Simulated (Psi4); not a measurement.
# doublet SiS+ at 6 levels

Aim: a comparison of 6 runs (U-r2SCAN/cc-pVTZ, UBLYP/cc-pVTZ, UCAM-B3LYP/cc-pVTZ, UM06-2X/cc-pVTZ, UM06-L/cc-pVTZ, UPBE0/cc-pVTZ) of doublet SiS+. 

The calculation is run with Psi4 1.11.

### Step 1. The structure to begin with

SiS+: 2 atoms, total charge +1, spin state doublet. As SMILES of the parent species, `[Si-]#[S+]`. The bond length is the one measured for the parent species. That shape belongs to the parent species and isn't relaxed for this state.

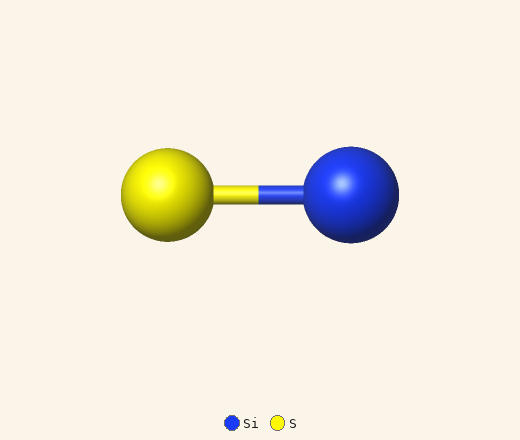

Viewed from a chosen angle; silicon blue, sulfur yellow.

### Step 2. Energy and gradient at U-r2SCAN/cc-pVTZ (run 1)

The input, ssi.dat:

```
memory 1600 MB

molecule {
  1 2
  Si
  S 1 R2

  R2 = 1.929321
  symmetry c1
  no_reorient
  no_com
}

set reference uks
set puream true
set e_convergence 1e-09
set d_convergence 1e-08
set scf_type pk
set dft_radial_points 99
set dft_spherical_points 590
set maxiter 100

energy_value, wavefunction = gradient("r2scan/cc-pVTZ", return_wfn=True)
oeprop(wavefunction, "MAYER_INDICES", "DIPOLE", "LOWDIN_CHARGES", title="R2SCAN")
```

Started as:

```
$ psi4 ssi.dat ssi.out -n 1
```

ssi.out:

```text
[...]
  Running in c1 symmetry.
[...]
  Nuclear repulsion =   61.439073741528745
[...]
  Multiplicity = 2
[...]
  Nalpha       = 15
  Nbeta        = 14
[...]
    Number of basis functions: 68
[...]
   @UKS iter   1:  -687.19446706482438    1.57635e-01   5.89152e-03 DIIS/ADIIS
[...]
   @UKS iter  13:  -687.28503864969787   -1.22782e-11   4.16886e-09 DIIS
[...]
   @S^2 Observed:                7.607938081E-01
[...]
    Orbital Energies [Eh]
    ---------------------
    Alpha Occupied:
       1A    -88.858737     2A    -66.211162     3A     -8.146462
       4A     -6.096018     5A     -6.086976     6A     -6.086976
       7A     -5.568739     8A     -3.911335     9A     -3.911335
      10A     -3.911304    11A     -0.962900    12A     -0.703035
      13A     -0.566838    14A     -0.532326    15A     -0.532326
    Alpha Virtual:
      16A     -0.374853    17A     -0.374853    18A     -0.217070
      19A     -0.090790    20A     -0.065075    21A     -0.065075
      22A     -0.059500    23A     -0.059500    24A      0.012641
      25A      0.036914    26A      0.058070    27A      0.058070
[...]
  @UKS Final Energy:  -687.28503864969787
   => Energetics <=
    Nuclear Repulsion Energy =             61.4390737415287447
    One-Electron Energy =               -1064.6243259848738489
    Two-Electron Energy =                 362.0965877917969920
    DFT Exchange-Correlation Energy =     -46.1963741981497762
    Empirical Dispersion Energy =           0.0000000000000000
    VV10 Nonlocal Energy =                  0.0000000000000000
    Total Energy =                       -687.2850386496978672
[...]
  -Total Gradient:
     Atom            X                  Y                   Z
    ------   -----------------  -----------------  -----------------
       1       -0.000000000001    -0.000000000000    -0.005780162287
       2       -0.000000000000     0.000000000000     0.005742855064
[...]
 Multipole Moments:
 ------------------------------------------------------------------------------------
     Multipole            Electronic (a.u.)      Nuclear  (a.u.)        Total (a.u.)
 ------------------------------------------------------------------------------------
 L = 1.  Multiply by 2.5417464519 to convert [e a0] to [Debye]
 Dipole X            :         -0.0000000            0.0000000           -0.0000000
 Dipole Y            :         -0.0000000            0.0000000           -0.0000000
 Dipole Z            :         -1.4164398            0.0013275           -1.4151122
 Magnitude           :                                                    1.4151122
[...]
```

It took 45 s on 1 thread of Intel Xeon Platinum 8259CL at 2.50GHz (Skylake/Cascade Lake), shared host; peak memory 0.96 GiB.

### Step 3. The energy at UBLYP/cc-pVTZ (run 2)

The input, run.py:

```python
import psi4

psi4.set_memory('1600 MB')
psi4.set_num_threads(1)
psi4.core.set_output_file('ssi.out', False)

molecule = psi4.geometry("""
1 2
Si     0.000000     0.000000     0.000000
S      0.000000     0.000000     1.929321
units angstrom
symmetry c1
no_reorient
no_com
""")

psi4.set_options({
    'basis': 'cc-pVTZ',
    'reference': 'uks',
    'puream': True,
    'e_convergence': 1e-09,
    'd_convergence': 1e-08,
    'scf_type': 'pk',
    'dft_radial_points': 99,
    'dft_spherical_points': 590,
    'maxiter': 100,
})

e_tot, wfn = psi4.energy('blyp', return_wfn=True)
psi4.oeprop(wfn, 'LOWDIN_CHARGES', 'WIBERG_LOWDIN_INDICES', 'QUADRUPOLE')
print('E =', round(e_tot, 9))
```

Started as:

```
$ python run.py
```

ssi.out:

```text
[...]
  Running in c1 symmetry.
[...]
  Nuclear repulsion =   61.439073741528752
[...]
  Multiplicity = 2
[...]
  Nalpha       = 15
  Nbeta        = 14
[...]
    Number of basis functions: 68
[...]
   @UKS iter   1:  -687.24754224768810    1.92865e-01   6.66289e-03 ADIIS/DIIS
[...]
   @UKS iter  12:  -687.35722466130721   -2.28511e-11   6.58587e-09 DIIS
[...]
   @S^2 Observed:                7.542329345E-01
[...]
    Orbital Energies [Eh]
    ---------------------
    Alpha Occupied:
       1A    -88.437955     2A    -65.856903     3A     -7.966257
       4A     -6.000306     5A     -5.990827     6A     -5.990827
       7A     -5.411305     8A     -3.830911     9A     -3.830911
      10A     -3.830898    11A     -0.927646    12A     -0.679186
      13A     -0.543576    14A     -0.516304    15A     -0.516304
    Alpha Virtual:
      16A     -0.369223    17A     -0.369223    18A     -0.226219
      19A     -0.112701    20A     -0.077307    21A     -0.077307
      22A     -0.075299    23A     -0.075298    24A     -0.034533
      25A     -0.016926    26A      0.009608    27A      0.009608
[...]
  @UKS Final Energy:  -687.35722466130721
   => Energetics <=
    Nuclear Repulsion Energy =             61.4390737415287518
    One-Electron Energy =               -1064.6029174035529650
    Two-Electron Energy =                 362.0449819168164822
    DFT Exchange-Correlation Energy =     -46.2383629160994545
    Empirical Dispersion Energy =           0.0000000000000000
    VV10 Nonlocal Energy =                  0.0000000000000000
    Total Energy =                       -687.3572246613072139
[...]
 Multipole Moments:
 ------------------------------------------------------------------------------------
     Multipole            Electronic (a.u.)      Nuclear  (a.u.)        Total (a.u.)
 ------------------------------------------------------------------------------------
 L = 1.  Multiply by 2.5417464519 to convert [e a0] to [Debye]
 Dipole X            :          0.0000000            0.0000000            0.0000000
 Dipole Y            :         -0.0000000            0.0000000           -0.0000000
 Dipole Z            :        -57.7037558           58.3342128            0.6304569
 Magnitude           :                                                    0.6304569
 L = 2.  Multiply by 1.3450342976 to convert [e a0^2] to [Debye ang]
 Quadrupole XX       :        -15.8839234            0.0000000          -15.8839234
 Quadrupole XY       :          0.0000000            0.0000000            0.0000000
[...]
```

The script printed:

```text
E = -687.357224661
```

Run time: 14 s. Hardware: 1 thread of Intel Xeon Platinum 8259CL at 2.50GHz (Skylake/Cascade Lake), shared host; peak memory 0.65 GiB.

Runs 3 to 5 aren't shown in full; the table further down has their settings and results.

### Step 4. Energy and gradient at UPBE0/cc-pVTZ (run 6)

The input, ssi.xyz:

```xyz
2
SSi
Si     0.000000     0.000000     0.000000
S      0.000000     0.000000     1.929321
```

The input, calc.py:

```python
import psi4

psi4.set_memory('1600 MB')
psi4.set_num_threads(1)
psi4.set_output_file('ssi.out', False)

with open('ssi.xyz') as f:
    atoms = ''.join(f.readlines()[2:])
geom = psi4.geometry('1 2\n' + atoms + 'symmetry c1')

options = {'basis': 'cc-pVTZ', 'reference': 'uks', 'puream': True, 'e_convergence': 1e-09, 'd_convergence': 1e-08, 'scf_type': 'pk', 'dft_radial_points': 99, 'dft_spherical_points': 590, 'maxiter': 100}
psi4.set_options(options)

e_tot = psi4.gradient("pbe0", molecule=geom)
print('gradient / Eh bohr^-1')
print(e_tot.np.round(6))
for k, v in sorted(psi4.core.scalar_variables().items()):
    print(f'{k:45s} {v:18.10f}')
```

Started as:

```
$ python calc.py
```

ssi.out:

```text
[...]
  Running in c1 symmetry.
[...]
  Nuclear repulsion =   61.439073741528752
[...]
  Multiplicity = 2
[...]
  Nalpha       = 15
  Nbeta        = 14
[...]
    Number of basis functions: 68
[...]
   @UKS iter   1:  -686.98977025892771    1.00005e-01   5.53085e-03 ADIIS/DIIS
[...]
   @UKS iter  13:  -687.07706837398689   -9.43601e-12   8.00454e-09 DIIS
[...]
   @S^2 Observed:                7.597159902E-01
[...]
    Orbital Energies [Eh]
    ---------------------
    Alpha Occupied:
       1A    -89.345216     2A    -66.644826     3A     -8.299761
       4A     -6.241062     5A     -6.230549     6A     -6.230549
       7A     -5.701508     8A     -4.035949     9A     -4.034469
      10A     -4.034469    11A     -1.018826    12A     -0.743593
      13A     -0.598940    14A     -0.563744    15A     -0.563744
    Alpha Virtual:
      16A     -0.346888    17A     -0.346888    18A     -0.199637
      19A     -0.080648    20A     -0.047607    21A     -0.047607
      22A     -0.047467    23A     -0.047467    24A     -0.009362
      25A      0.016396    26A      0.041559    27A      0.041559
[...]
  @UKS Final Energy:  -687.07706837398689
   => Energetics <=
    Nuclear Repulsion Energy =             61.4390737415287518
    One-Electron Energy =               -1064.6064605753949763
    Two-Electron Energy =                 350.8096783946966752
    DFT Exchange-Correlation Energy =     -34.7193599348173549
    Empirical Dispersion Energy =           0.0000000000000000
    VV10 Nonlocal Energy =                  0.0000000000000000
    Total Energy =                       -687.0770683739868900
[...]
 Multipole Moments:
 ------------------------------------------------------------------------------------
     Multipole            Electronic (a.u.)      Nuclear  (a.u.)        Total (a.u.)
 ------------------------------------------------------------------------------------
 L = 1.  Multiply by 2.5417464519 to convert [e a0] to [Debye]
 Dipole X            :         -0.0000000            0.0000000           -0.0000000
 Dipole Y            :          0.0000000            0.0000000            0.0000000
 Dipole Z            :         -1.4328027            0.0013275           -1.4314752
 Magnitude           :                                                    1.4314752
[...]
  -Total Gradient:
     Atom            X                  Y                   Z
    ------   -----------------  -----------------  -----------------
       1       -0.000000000000    -0.000000000000    -0.006095890405
       2       -0.000000000000    -0.000000000000     0.006098227447
[...]
```

The script printed:

```text
gradient / Eh bohr^-1
[[-0.       -0.       -0.006096]
 [-0.       -0.        0.006098]]
CURRENT ENERGY                                   -687.0770683740
CURRENT REFERENCE ENERGY                         -687.0770683740
DD SOLVATION ENERGY                                 0.0000000000
DFT FUNCTIONAL TOTAL ENERGY                      -687.0770683740
DFT TOTAL ENERGY                                 -687.0770683740
DFT VV10 ENERGY                                     0.0000000000
DFT XC ENERGY                                     -34.7193599348
GRID ELECTRONS ALPHA                               15.0000000789
GRID ELECTRONS BETA                                14.0000000812
GRID ELECTRONS TOTAL                               29.0000001601
NUCLEAR REPULSION ENERGY                           61.4390737415
ONE-ELECTRON ENERGY                             -1064.6064605754
PCM POLARIZATION ENERGY                             0.0000000000
PE ENERGY                                           0.0000000000
SCF ITERATION ENERGY                             -687.0770683740
SCF ITERATIONS                                     13.0000000000
SCF TOTAL ENERGY                                 -687.0770683740
TWO-ELECTRON ENERGY                               350.8096783947
XC GRID RADIAL POINTS                              99.0000000000
XC GRID SPHERICAL POINTS                          590.0000000000
XC GRID TOTAL POINTS                           108217.0000000000
```

Run time: 33 s. Hardware: 1 thread of Intel Xeon Platinum 8259CL at 2.50GHz (Skylake/Cascade Lake), shared host; peak memory 0.65 GiB.

### Step 5. All runs side by side

```
run               level      task  energy (Eh)  HOMO energy (eV)  LUMO energy (eV)   ⟨S²⟩  wall time
  1    U-r2SCAN/cc-pVTZ  gradient  -687.285039            -14.36            -13.37  0.761       45 s
  2       UBLYP/cc-pVTZ    energy  -687.357225            -13.90            -13.59  0.754       14 s
  3  UCAM-B3LYP/cc-pVTZ    energy  -687.348585            -16.44            -11.72  0.760       24 s
  4     UM06-2X/cc-pVTZ  gradient  -687.303742            -16.14            -11.79  0.760       53 s
  5      UM06-L/cc-pVTZ  gradient  -687.333786            -14.17            -13.52  0.756       42 s
  6       UPBE0/cc-pVTZ  gradient  -687.077068            -15.21            -12.73  0.760       33 s
```

### Step 6. Summary of results

```
                                 quantity          value
                      run 6: total energy  -687.07707 Eh
run 6: HOMO energy (highest over α and β)      -15.21 eV
 run 6: LUMO energy (lowest over α and β)      -12.73 eV
                              run 6: ⟨S²⟩          0.760
          run 6: largest force on an atom     0.314 eV/Å
```

What this shows: Totals of different functionals can't be ranked against each other. All runs together took 3.5 min, the longest 53 s.
